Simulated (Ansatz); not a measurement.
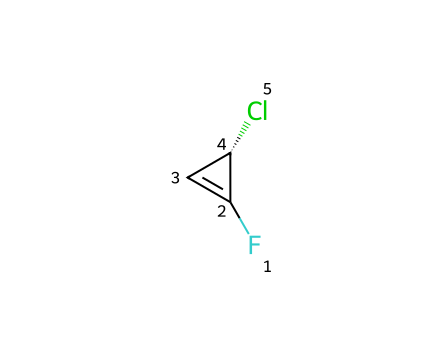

Skeletal drawing with numbered atoms; wedges and dashes mark any stereocentres. The configuration is that of a computed structure (PBE0-D4/def2-TZVP).

### Assign CIP descriptors.

C4: S.
